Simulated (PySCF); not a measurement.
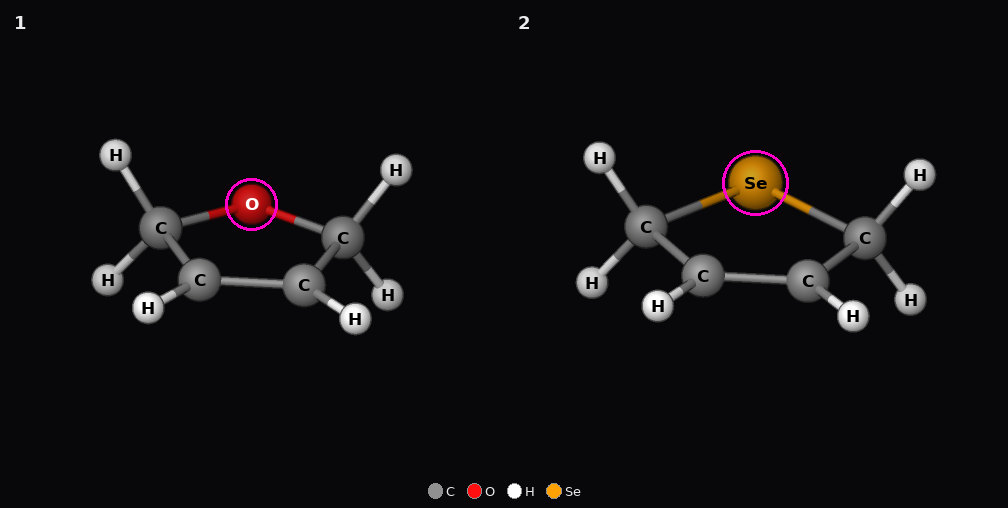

2 molecules with one skeleton, seen from the same side and at one scale; the atom that differs is circled. Charge 0, singlet. Computed geometries: PBE0-D3(BJ)/def2-SVP optimisations, one conformation each. Properties computed with PySCF 2.14.0.

One atom differs, called X below: O in panel 1, Se in panel 2. Their formulas are C4H6O (`C1=CCOC1`), C4H6Se (`C1=CC[Se]C1`).

Question: In which is the lowest vertical singlet excitation larger (CAM-B3LYP/def2-SVPD)?

Answer: In panel 1 (X = O).

Question: In which is the angle C–X–C larger (PBE0-D3(BJ)/def2-SVP)?

Answer: In panel 1 (X = O).

Give the values. With PBE0-D3(BJ)/def2-SVP: mean length of X–C (Å), angle C–X–C (°). With CAM-B3LYP/def2-SVPD: dipole moment (D), HOMO energy (Kohn–Sham orbital) (eV), HOMO–LUMO gap (eV), mean static polarisability (bohr³), lowest vertical singlet excitation (eV).

```json
{"quantity": "mean length of X–C (Å)", "1 (O)": "1.410", "2 (Se)": "1.964", "2 − 1": "+0.554"}
{"quantity": "angle C–X–C (°)", "1 (O)": "110.9", "2 (Se)": "90.4", "2 − 1": "−20.5"}
{"quantity": "dipole moment (D)", "1 (O)": "1.68", "2 (Se)": "1.67", "2 − 1": "−0.01"}
{"quantity": "HOMO energy (Kohn–Sham orbital) (eV)", "1 (O)": "−8.14", "2 (Se)": "−7.30", "2 − 1": "+0.84"}
{"quantity": "HOMO–LUMO gap (eV)", "1 (O)": "9.50", "2 (Se)": "8.13", "2 − 1": "−1.37"}
{"quantity": "mean static polarisability (bohr³)", "1 (O)": "49.8", "2 (Se)": "71.5", "2 − 1": "+21.7"}
{"quantity": "lowest vertical singlet excitation (eV)", "1 (O)": "6.32", "2 (Se)": "4.42", "2 − 1": "−1.90"}
```
